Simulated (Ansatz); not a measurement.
# Nudged elastic band, with input and output: WH₄OF₂

- system: WH₄OF₂
- method: RHF/def2-SVP (Ansatz 0.2.0)

One setting was made poor on purpose. It belongs to a series of runs on one base structure; here: an input spoilt on purpose. Figures and captions count atoms from 1; the log counts them from 0 in places.

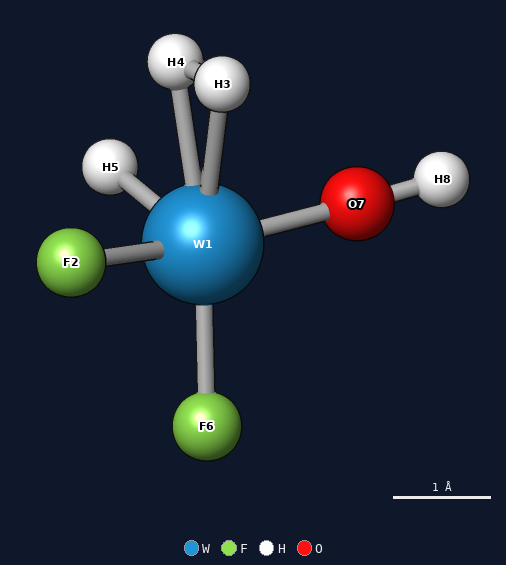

The structure as given in the input (ball-and-stick view, seen at a tilt; atoms are numbered from 1 in the order of the input). Sticks mark near contacts. Bond lengths as drawn: F–W 1.86 to 1.90 Å, H–H 0.81 Å, H–O 0.94 Å, H–W 1.67 to 1.94 Å and O–W 1.83 Å.

What the run reported

| quantity | value |
| --- | --- |
| outcome | refused by the program |
| hardware | 1 thread of Arm Neoverse V2, 24 GiB of memory available, shared host |

Diagnosis

The program refused the input: “6 input errors — fix all and re-run 1. invalid value for `neb.final_atoms`: atom 0 is H but atom 0 of crystal.atoms is W — the final endpoint must list the same atoms in the same order 2. invalid value for `neb.final_atoms`: atom 1 is O but atom 1 of crystal.atoms is F — the final endpoint must list the same atoms in the same order 3 …” A deliberately poor setting: bad input.

The input
```yaml
crystal:
  periodic: [false, false, false]
  atoms:
    - { symbol: W, position_ang: [0.114338, -0.325468, 0.033991] }
    - { symbol: F, position_ang: [0.468934, -0.521458, 1.849756] }
    - { symbol: H, position_ang: [1.137003, 1.267434, 0.338183] }
    - { symbol: H, position_ang: [0.387689, 1.547193, 0.437643] }
    - { symbol: H, position_ang: [-1.289936, 0.558374, 0.262313] }
    - { symbol: F, position_ang: [-0.188249, -2.200788, -0.109399] }
    - { symbol: O, position_ang: [0.29029, 0.055751, -1.746469] }
    - { symbol: H, position_ang: [0.547331, 0.281362, -2.623617] }
basis:
  gaussian: { orbitals: def2-SVP }
hamiltonian:
  xc: hf
neb:
  order_check: false
  images: 6
  f_tol: 0.05
  max_iterations: 8
  climbing: false
  final_atoms:
    - { symbol: H, position_ang: [0.49762365, 0.86738118, -2.71219905] }
    - { symbol: O, position_ang: [0.28275119, 0.34914461, -1.95601487] }
    - { symbol: F, position_ang: [-0.63125145, -2.54542553, -0.0966829] }
    - { symbol: H, position_ang: [-1.33452709, 0.05591784, 0.15873658] }
    - { symbol: H, position_ang: [1.0626592, -0.50131867, 0.46995319] }
    - { symbol: H, position_ang: [0.8090668, 1.19905871, 1.52204617] }
    - { symbol: F, position_ang: [0.94287334, 2.07786118, 1.69809666] }
    - { symbol: W, position_ang: [-0.16179564, -0.84021933, -0.64153478] }
  initial_path: idpp
```

Run as:
```bash
ansatz run input.yaml --threads 1 --pin off --max-ram 2048MiB --backend cpu --events-out ev --progress --plain --runs-dir out
```

The program's output
```
Error: 6 input errors — fix all and re-run
  1. invalid value for `neb.final_atoms`: atom 0 is H but atom 0 of crystal.atoms is W — the final endpoint must list the same atoms in the same order
  2. invalid value for `neb.final_atoms`: atom 1 is O but atom 1 of crystal.atoms is F — the final endpoint must list the same atoms in the same order
  3. invalid value for `neb.final_atoms`: atom 2 is F but atom 2 of crystal.atoms is H — the final endpoint must list the same atoms in the same order
  4. invalid value for `neb.final_atoms`: atom 5 is H but atom 5 of crystal.atoms is F — the final endpoint must list the same atoms in the same order
  5. invalid value for `neb.final_atoms`: atom 6 is F but atom 6 of crystal.atoms is O — the final endpoint must list the same atoms in the same order
  6. invalid value for `neb.final_atoms`: atom 7 is W but atom 7 of crystal.atoms is H — the final endpoint must list the same atoms in the same order
```
